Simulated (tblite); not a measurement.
## C₆H₈N₂: molecular dynamics (part 2 of 3)

C₆H₈N₂; GFN2-xTB Langevin dynamics, gas phase (tblite 0.8.0). It belongs to a series of runs on one base structure; here: H on C replaced by C2H5.

Geometry of the input (Å):
```
C  2.2797  0.4977  0.6203
C  1.6061  -0.4928  -0.3322
C  0.1228  -0.3119  -0.2704
N  -0.4280  0.5132  -1.1525
C  -1.7323  0.7081  -1.0719
C  -2.5149  0.0846  -0.1112
C  -1.8419  -0.7607  0.7592
N  -0.5379  -0.9587  0.6826
H  1.9397  0.3254  1.6386
H  3.3594  0.3779  0.5857
H  2.0321  1.5176  0.3357
H  1.8548  -1.5119  -0.0358
H  1.9412  -0.3088  -1.3530
H  -2.1540  1.3853  -1.8046
H  -3.5782  0.2447  -0.0468
H  -2.3561  -1.3009  1.5448
```

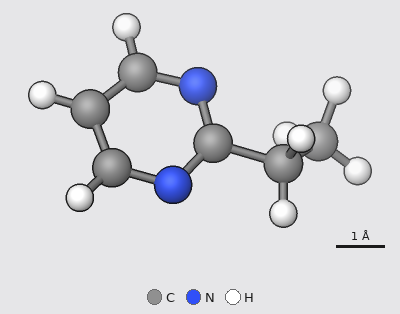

*The geometry at step 21 of the log (ball-and-stick view, seen at a tilt).*

Trajectory as extended XYZ, continued
```
16
Properties=species:S:1:pos:R:3:forces:R:3 step=13 time_fs=325.0 energy=-618.86700 temperature=170.5
C     2.3834    0.9087   -0.1694    1.9145  -0.1831  -1.8150
C     1.6259   -0.3407    0.0091   -1.5901  -2.4202  -0.6840
C     0.1056   -0.2441    0.0256    0.6770   1.6478  -0.8364
N    -0.4184    0.8535   -0.5885   -0.8562  -1.5323   0.3470
C    -1.7302    0.7814   -0.7894   -0.3251  -0.6133   0.9555
C    -2.5444   -0.3054   -0.3572    0.9405   0.3619   0.0507
C    -1.8951   -1.2228    0.4658    0.4847   1.7921  -1.4632
N    -0.5917   -1.1724    0.6335    0.8079  -0.3517   0.1436
H     2.0621    1.5816    0.5606   -0.0814   1.2384   1.0174
H     3.4917    0.6192   -0.0363   -1.5230   0.8982  -0.3353
H     2.1967    1.3604   -1.1928    0.4051  -0.5340   1.2058
H     1.8705   -0.8752    0.9154    0.3295  -0.0450   0.4370
H     1.8518   -1.0792   -0.8193   -0.1619   0.6334   0.5681
H    -2.2088    1.6710   -1.1484   -0.0454   0.2282  -0.4963
H    -3.5934   -0.4329   -0.5778    0.1213   0.3576  -0.0697
H    -2.3701   -1.9808    0.9726   -1.0974  -1.4780   0.9749
16
Properties=species:S:1:pos:R:3:forces:R:3 step=14 time_fs=350.0 energy=-618.97450 temperature=238.6
C     2.4015    0.9620   -0.2044   -0.0987   0.0910  -0.3290
C     1.6166   -0.3000    0.0945   -1.2151  -0.9760  -1.3508
C     0.0926   -0.1847    0.0806    1.1368   0.9920  -0.4252
N    -0.4750    0.8360   -0.5401   -0.4090   0.0868  -0.5567
C    -1.7873    0.7529   -0.7957    0.8585   0.1962  -0.5335
C    -2.5258   -0.3221   -0.3401   -0.0245   0.3149  -0.1455
C    -1.8294   -1.2701    0.3919   -1.4822  -1.0045   0.5041
N    -0.5515   -1.2085    0.5877    0.7935  -0.7104   0.4194
H     2.3788    1.6247    0.6677    0.4221  -0.1978  -0.2471
H     3.4322    0.6311   -0.5061   -0.9392   0.8223   0.3911
H     1.8802    1.5172   -1.0267    0.6831  -0.5873   0.5659
H     1.8136   -0.8291    1.0258    0.5873   0.1211  -0.1524
H     1.7890   -1.0087   -0.8020   -0.0760   0.6244   1.3546
H    -2.1628    1.4953   -1.5310    0.0930  -0.3495   0.9005
H    -3.5634   -0.3913   -0.5673   -0.4704  -0.1982  -0.0314
H    -2.3099   -2.1768    0.8279    0.1409   0.7748  -0.3640
16
Properties=species:S:1:pos:R:3:forces:R:3 step=15 time_fs=375.0 energy=-618.95660 temperature=215.7
C     2.3402    1.0156   -0.2689   -0.7938  -0.4696   1.2240
C     1.6187   -0.2674    0.1678   -1.2699  -0.2192   0.3181
C     0.0912   -0.1912    0.0820    1.7668   0.2981  -0.9636
N    -0.4404    0.7856   -0.5985   -1.4531   0.8704  -0.2834
C    -1.7828    0.7498   -0.7514    1.4098   0.9904  -0.1431
C    -2.5023   -0.3309   -0.3322   -0.5345   0.3175  -0.2542
C    -1.8119   -1.3068    0.3493   -1.3680  -1.5369   0.4297
N    -0.5482   -1.2213    0.5824    1.0126  -0.7055   0.7442
H     2.5795    1.5319    0.6666    0.5644   0.0570  -0.5081
H     3.1655    0.8053   -0.9143    0.5566   0.0176   0.0511
H     1.6398    1.6427   -0.7807   -0.3517   0.2709  -0.4571
H     1.7159   -0.4932    1.2411    0.7245  -0.1135  -0.3879
H     1.8632   -1.1593   -0.4329    0.2238   0.3740   0.3219
H    -2.2455    1.6370   -1.2117    0.3250  -0.5432   0.1036
H    -3.5345   -0.3331   -0.5650   -0.8051  -0.3868   0.0954
H    -2.2647   -2.2496    0.7289   -0.0074   0.7788  -0.2907
16
Properties=species:S:1:pos:R:3:forces:R:3 step=16 time_fs=400.0 energy=-618.89481 temperature=194.5
C     2.2839    1.0644   -0.3349   -0.8900  -1.4004   0.1250
C     1.6587   -0.1923    0.2948   -2.5583   0.8329   0.2101
C     0.1189   -0.2571    0.0421    1.7163   1.4381  -0.5489
N    -0.4232    0.8211   -0.5268   -1.4851  -0.8815  -0.0641
C    -1.7518    0.7260   -0.7427    1.2673   0.0464   0.7261
C    -2.5203   -0.3608   -0.3785   -0.4181   0.2488   0.0447
C    -1.8355   -1.3186    0.3376   -1.1825  -0.8538   0.0441
N    -0.5544   -1.2763    0.5038    1.3420  -0.7007   0.6707
H     2.7598    1.5876    0.4445    0.8500   0.7871   0.4215
H     2.9282    0.7375   -1.1331    0.4184   0.2789  -0.0627
H     1.4708    1.6373   -0.7417   -0.0679   0.4332  -0.1686
H     1.6695   -0.2566    1.3838    0.5193   0.2632   0.0446
H     2.0769   -1.0693   -0.0867    0.6481  -1.3967  -0.5200
H    -2.2296    1.6159   -1.0378   -0.3245   0.9193  -0.7620
H    -3.5954   -0.3714   -0.5353    0.3254  -0.0778   0.0126
H    -2.3144   -2.1623    0.8305   -0.1603   0.0631  -0.1730
16
Properties=species:S:1:pos:R:3:forces:R:3 step=17 time_fs=425.0 energy=-618.93148 temperature=261.3
C     2.3072    1.0158   -0.4049   -0.1975   0.0586  -0.3734
C     1.6228   -0.1231    0.3129   -1.6172  -0.4947   1.1979
C     0.1019   -0.2303    0.1189    0.9798   1.5560  -0.4712
N    -0.4663    0.8377   -0.4830   -0.8551  -1.0344   0.0549
C    -1.7737    0.7686   -0.7577    0.1169  -1.6712   0.1235
C    -2.5277   -0.3728   -0.3700    0.5769   1.4325  -0.2972
C    -1.7906   -1.3276    0.3047   -1.3856  -0.3740  -0.2825
N    -0.5106   -1.3313    0.5334    0.8521   0.8773  -0.2739
H     3.0902    1.4118    0.2610   -0.3494   0.1012  -0.6287
H     2.7527    0.5909   -1.3273   -0.1582   0.6704   0.4772
H     1.5252    1.7694   -0.6663    0.9758  -0.4173   0.2248
H     1.7156   -0.0521    1.4241    0.2058  -0.0135  -0.6490
H     1.9933   -1.0894    0.0138    0.3792  -0.3628   0.0440
H    -2.2037    1.4732   -1.4490    0.0893   0.5147   0.2584
H    -3.6001   -0.5083   -0.5619    0.7329   0.2111   0.0493
H    -2.3250   -2.1954    0.5828   -0.3455  -1.0538   0.5459
16
Properties=species:S:1:pos:R:3:forces:R:3 step=18 time_fs=450.0 energy=-618.97041 temperature=272.6
C     2.2946    0.8979   -0.4790    1.3037   0.5943  -0.2314
C     1.5981   -0.1119    0.3732   -0.8946  -1.5662   0.0904
C     0.0907   -0.1164    0.1516    0.8245   0.1575  -0.2310
N    -0.4689    0.8952   -0.5197   -0.8799  -0.9343   0.4221
C    -1.7730    0.7335   -0.7439   -0.6633  -0.2641   0.0165
C    -2.5040   -0.4278   -0.3722    0.1660   1.3591  -0.2807
C    -1.7668   -1.4131    0.2612   -1.2168   0.1078   0.8456
N    -0.5171   -1.2292    0.5555    1.4067   0.2620  -0.0132
H     3.3359    1.0468   -0.0801   -0.8102  -0.1772  -0.5910
H     2.3579    0.5612   -1.5344   -0.1456   0.5415   0.6640
H     1.7775    1.8652   -0.3592    0.2203  -0.4851  -0.4555
H     1.8842    0.0832    1.4138   -0.4591  -0.2601  -0.0593
H     1.8235   -1.2054    0.1353    0.3695   1.3339   0.3351
H    -2.3023    1.5787   -1.2245    0.4331  -0.5289   0.2707
H    -3.5902   -0.4441   -0.4641    0.4754  -0.1743  -0.2285
H    -2.1989   -2.2835    0.7610   -0.1295   0.0343  -0.5538
16
Properties=species:S:1:pos:R:3:forces:R:3 step=19 time_fs=475.0 energy=-618.91139 temperature=237.8
C     2.2694    0.8947   -0.5461    1.4769  -1.7099  -0.0912
C     1.5779   -0.0208    0.4586   -0.3719  -0.9963  -0.3964
C     0.1239   -0.1486    0.0935    0.0602   0.5924   1.2244
N    -0.5103    0.8288   -0.5146    0.5182   1.1571  -0.4576
C    -1.7979    0.7245   -0.7418   -0.0945  -0.4770   0.5199
C    -2.4881   -0.4195   -0.3361   -0.6410  -0.0169  -1.3024
C    -1.7538   -1.3862    0.3132   -0.2745  -1.1679  -0.3526
N    -0.4815   -1.2195    0.5501    0.8011  -0.9277   0.6466
H     3.3574    0.7046   -0.4815   -0.3676   0.0396  -0.2141
H     1.9269    0.6566   -1.5419    0.0422  -0.1110  -0.2640
H     2.1525    1.9302   -0.4113   -0.5882   1.0760   0.5662
H     1.7188    0.3577    1.4757   -0.2820  -0.0259  -0.1169
H     1.8892   -1.1251    0.4861    0.2603   1.5737  -0.2718
H    -2.2640    1.5833   -1.2060   -0.0795  -0.1454  -0.1287
H    -3.4460   -0.6498   -0.7896   -0.1969   0.2263   0.6077
H    -2.0889   -2.4197    0.5422   -0.2628   0.9129   0.0309
16
Properties=species:S:1:pos:R:3:forces:R:3 step=20 time_fs=500.0 energy=-618.99627 temperature=270.5
C     2.3266    0.8896   -0.5953   -0.5324  -0.3180  -1.0103
C     1.5561    0.1122    0.4703   -1.2907   0.5494   0.7282
C     0.0746   -0.1305    0.1623    1.5732   0.7433  -0.4211
N    -0.5402    0.8059   -0.5514    2.0470   0.4976   0.3312
C    -1.7840    0.6475   -0.8184   -1.2482  -0.5206  -0.1676
C    -2.4567   -0.4893   -0.3975   -1.0810  -0.0221   0.6434
C    -1.7517   -1.3966    0.3713   -0.2123  -0.2737  -0.3189
N    -0.4691   -1.2333    0.6112    0.3791  -0.3388   0.4504
H     3.3422    0.5653   -0.6322    0.6498  -0.3850  -0.0181
H     1.8692    0.7355   -1.5773    0.0828  -0.5293   0.0328
H     2.3651    1.9698   -0.5847   -0.3444   0.2484   1.0247
H     1.5247    0.7071    1.3990    0.1525  -0.0716  -0.1148
H     1.9327   -0.8666    0.7664    0.4561   0.1253  -0.4162
H    -2.2250    1.4476   -1.3739   -0.4825   0.2206  -0.2946
H    -3.5300   -0.5763   -0.4660   -0.0143  -0.1073  -0.3798
H    -2.1752   -2.3148    0.7696   -0.1349   0.1818  -0.0693
16
Properties=species:S:1:pos:R:3:forces:R:3 step=21 time_fs=525.0 energy=-618.83569 temperature=199.8
C     2.3320    0.8037   -0.5766    0.1578   1.9034  -1.9445
C     1.5447    0.1813    0.5335   -2.1069   1.8585   0.3378
C     0.0724   -0.0632    0.1848    1.4273   0.4782  -0.5277
N    -0.5384    0.8197   -0.6174    1.2144  -0.6508   0.9876
C    -1.7767    0.5357   -0.8695   -0.9006   1.7852  -1.9080
C    -2.4892   -0.5284   -0.4096    1.0872  -0.7533   0.4541
C    -1.7264   -1.3901    0.3609   -0.2422   0.4806   0.5596
N    -0.4594   -1.1585    0.6811   -0.5702  -0.1249  -0.1607
H     3.3895    0.5737   -0.6062    0.0659  -0.2153   0.4367
H     1.9385    0.5472   -1.5557   -0.1513  -0.9055  -0.1282
H     2.2622    1.9244   -0.7423   -0.0135  -0.9117   1.2381
H     1.4139    0.8999    1.3838    0.6422  -0.5804  -0.2974
H     1.9274   -0.7413    0.8467    0.7063  -1.0898   0.5746
H    -2.2218    1.2375   -1.5851   -0.1699  -0.0470   0.2290
H    -3.4754   -0.7034   -0.7111   -1.0591  -0.2588  -0.1069
H    -2.2101   -2.1956    0.8510   -0.0876  -0.9685   0.2561
16
Properties=species:S:1:pos:R:3:forces:R:3 step=22 time_fs=550.0 energy=-618.90501 temperature=200.0
C     2.2844    0.6771   -0.5538    2.5133   2.2027  -0.9461
C     1.4913    0.2374    0.6064   -1.1749  -1.0334   0.1399
C     0.0524   -0.0441    0.1934    1.2276   1.0447   0.2568
N    -0.4860    0.7945   -0.7116    0.1750  -1.0870   1.1988
C    -1.7455    0.5413   -0.9913   -0.0633   1.0959  -0.9806
C    -2.4340   -0.5329   -0.4735   -0.2729  -0.6313   0.2666
C    -1.7497   -1.3458    0.4247    0.8426   0.7923  -0.5868
N    -0.4895   -1.0905    0.7872   -0.9829   0.2727  -0.6136
H     3.3749    0.6500   -0.3169   -0.5766  -0.1445   0.0405
H     2.2035    0.2270   -1.5207   -0.5730  -1.2815  -0.0716
H     2.1264    1.7088   -0.8505   -0.3600   0.5750   0.4550
H     1.5057    0.9175    1.4886    0.1275  -0.3975  -0.7544
H     1.8984   -0.7383    0.8538   -0.0380  -0.1504   0.7360
H    -2.1461    1.2818   -1.7068   -0.2261  -0.6269   0.3415
H    -3.4384   -0.7958   -0.7673   -0.0222   0.1977  -0.0028
H    -2.1472   -2.2472    0.7910   -0.5961  -0.8284   0.5208
16
Properties=species:S:1:pos:R:3:forces:R:3 step=23 time_fs=575.0 energy=-618.90303 temperature=208.4
C     2.3614    0.6437   -0.5569    1.0239   0.9753  -0.5577
C     1.5383    0.2588    0.6399   -1.2577  -2.3333  -0.2695
C     0.0733   -0.0259    0.2372    0.5057   0.0679  -0.2533
N    -0.4598    0.7222   -0.7253    0.7666  -0.1925   0.5019
C    -1.6987    0.4756   -1.0752   -0.5167   0.5769  -0.3980
C    -2.4683   -0.5460   -0.5527   -1.3032  -0.8032   0.9289
C    -1.8136   -1.2972    0.4436   -0.5243  -0.3909   0.1250
N    -0.5888   -1.0093    0.8385    0.4578  -0.2006   0.0771
H     3.3906    0.9289   -0.3075   -0.1024  -0.3252   0.4065
H     2.4659    0.0157   -1.4549   -0.5983  -0.3483   0.8137
H     1.9215    1.5605   -0.8734   -0.3855   0.7993  -0.7240
H     1.4661    1.0531    1.3628    0.3917   0.2365   0.2920
H     1.9073   -0.6919    1.0941   -0.2062   0.7604   0.0193
H    -2.0414    1.2151   -1.7918   -0.4191  -0.2669  -0.1473
H    -3.5835   -0.7213   -0.7394    1.8584   0.3056  -0.0847
H    -2.2620   -2.1855    0.9826    0.3092   1.1389  -0.7299
16
Properties=species:S:1:pos:R:3:forces:R:3 step=24 time_fs=600.0 energy=-618.89841 temperature=256.3
C     2.4322    0.6711   -0.5135   -0.7611   1.1319  -0.6793
C     1.5006    0.2824    0.6226   -0.9720  -2.0564  -0.8323
C     0.0524   -0.0655    0.2291    1.2993  -0.0708   0.0679
N    -0.4681    0.6780   -0.6998    1.1535   1.5608  -0.8268
C    -1.6659    0.4507   -1.1309   -0.9156  -0.0205  -0.9623
C    -2.4400   -0.5441   -0.5885   -0.0153  -0.8906   0.2869
C    -1.8539   -1.2189    0.4726   -1.0253  -1.1806   1.0902
N    -0.6233   -1.0040    0.8615    0.5323  -0.3644   0.8041
H     3.3530    1.1047   -0.1708    0.3441   0.1487   0.5605
H     2.7328   -0.1593   -1.1593   -0.5446   0.0686   0.1825
H     1.9363    1.4734   -1.1057    0.2849  -0.7089   0.0938
H     1.2584    0.9922    1.3617    0.6453   1.3170   0.8442
H     1.9103   -0.6052    1.0836    0.0795  -0.2380   0.4844
H    -1.9757    1.0479   -1.9853   -0.1454   0.0230   0.1489
H    -3.3434   -0.9202   -1.0009   -0.6926   0.2305  -0.1506
H    -2.4133   -1.9969    1.1080    0.7329   1.0496  -1.1122
16
Properties=species:S:1:pos:R:3:forces:R:3 step=25 time_fs=625.0 energy=-618.79310 temperature=291.3
C     2.3744    0.6202   -0.4581    0.3411   0.8571  -0.0171
C     1.4634    0.2092    0.6643   -2.4425   1.1463   0.2520
C     0.0285   -0.0183    0.1865    1.7605  -0.8514   0.3537
N    -0.4137    0.7204   -0.8108   -0.2491  -0.0576  -0.3693
C    -1.6260    0.4027   -1.2041   -0.5769   0.3178  -0.4694
C    -2.3790   -0.5565   -0.5761   -0.2969  -0.3183   0.5180
C    -1.8682   -1.1944    0.5281    2.4966   1.9246  -1.0442
N    -0.5998   -0.9400    0.8893   -1.2000  -0.3125  -0.1621
H     3.2602    1.1586   -0.0522   -0.5651  -0.3398  -0.4510
H     2.6950   -0.3066   -0.9235    0.1639   0.2178  -0.3607
H     1.8259    1.2771   -1.1910    0.6786  -0.7332   0.7907
H     1.1121    1.0038    1.3676    1.3635   0.0869  -0.0657
H     1.7731   -0.6384    1.2462    0.2735  -0.2761   0.0910
H    -2.1281    0.8981   -2.0275    0.5641   0.4025  -0.1242
H    -3.3733   -0.7534   -0.8524   -0.9730  -0.1907  -0.5242
H    -2.4181   -1.8278    1.0943   -1.3384  -1.8736   1.5825
16
Properties=species:S:1:pos:R:3:forces:R:3 step=26 time_fs=650.0 energy=-618.95390 temperature=304.5
C     2.3775    0.4921   -0.4341    1.5271   0.4127   0.8973
C     1.5042    0.2820    0.7728   -2.7948   1.2212  -0.4949
C     0.0757    0.0437    0.1984    0.3249  -1.6348   1.1406
N    -0.3789    0.6058   -0.9115    0.0445   0.3791   0.0017
C    -1.6268    0.3413   -1.2508   -0.5785   0.1550   0.0007
C    -2.4842   -0.5058   -0.5576   -0.6861  -0.0324  -0.1775
C    -1.8848   -1.1370    0.5057    0.8827  -0.1777   1.0695
N    -0.6194   -0.8663    0.8892   -1.0812   0.0491  -0.3855
H     3.3249    0.8845   -0.0384    0.0922  -0.1122  -0.4342
H     2.5767   -0.4354   -0.9443   -0.0437  -0.2127  -0.2035
H     1.9761    1.2300   -1.1144   -0.2384  -0.0657  -0.0178
H     1.3406    1.2402    1.3400    0.5322  -0.5840  -0.3721
H     1.7701   -0.4815    1.5150   -0.0505   0.0786  -0.6769
H    -2.0823    0.8504   -2.0830    0.4989   0.3229  -0.4491
H    -3.5639   -0.6376   -0.8401    1.3659   0.0698   0.3021
H    -2.4120   -1.8557    1.1387    0.2050   0.1309  -0.2004
16
Properties=species:S:1:pos:R:3:forces:R:3 step=27 time_fs=675.0 energy=-618.82354 temperature=266.0
C     2.4649    0.4541   -0.4606   -0.0499  -1.6858   2.0757
C     1.4072    0.4488    0.6919   -0.5773  -0.6341  -0.4344
C     0.0280    0.0045    0.2359    0.3245  -0.7222   1.1930
N    -0.3452    0.4679   -0.9202    0.2486   1.3111  -0.9849
C    -1.5949    0.3582   -1.3052   -0.4767  -0.6226   0.6835
C    -2.4551   -0.4073   -0.5206   -1.1715  -1.1823  -1.1599
C    -1.8982   -1.1486    0.5183   -0.1599  -0.8122   1.1657
N    -0.6831   -0.8745    0.9938    0.1107   0.7408  -1.1405
H     3.3937    0.4849    0.1064    0.3393   0.2973  -0.4113
H     2.4866   -0.5004   -1.0155   -0.3585   0.4412   0.3028
H     2.3839    1.2464   -1.1321   -0.2833   1.1638  -0.7853
H     1.3063    1.4276    1.1986    0.1673  -0.3351  -0.4905
H     1.6846   -0.2815    1.4502    0.2861   0.0371   0.0956
H    -1.9107    0.8458   -2.2230    0.1533  -0.1147   0.1621
H    -3.4574   -0.6654   -0.9374    0.7216   0.4214   0.7204
H    -2.4315   -2.0304    1.0617    0.7257   1.6960  -0.9921
16
Properties=species:S:1:pos:R:3:forces:R:3 step=28 time_fs=700.0 energy=-618.76573 temperature=238.7
C     2.4497    0.3991   -0.4427   -0.2829  -0.8139   0.8215
C     1.4099    0.4919    0.7254   -0.3892  -0.6664  -1.2326
C     0.1045   -0.0569    0.1912   -0.9163   0.4101   0.9372
N    -0.3119    0.4820   -0.9387   -0.6710  -0.0533  -0.6197
C    -1.5777    0.2834   -1.2851   -0.1592   0.0682  -1.0360
C    -2.4920   -0.4863   -0.5672    3.0740   0.6831   1.3347
C    -1.9389   -1.0307    0.6006    0.2748  -0.5793  -0.1628
N    -0.6789   -0.8426    0.9585    0.5619   0.3967  -0.3956
H     3.4965    0.3721   -0.0829   -0.7416   0.5449  -0.3596
H     2.2902   -0.4946   -1.0421    0.0730  -0.4926   0.3860
H     2.1485    1.1572   -1.1431    0.6553   0.7054   0.0327
H     1.2219    1.5550    0.8666    0.0874   0.0095   0.4157
H     1.5819   -0.0151    1.6706    0.5964   0.0249  -0.1580
H    -1.9211    0.7378   -2.2477    0.5145  -0.2175   0.8185
H    -3.4788   -0.3872   -0.7806   -2.4795  -0.3913  -0.5278
H    -2.4475   -1.7339    1.2663   -0.1977   0.3715  -0.2542
```
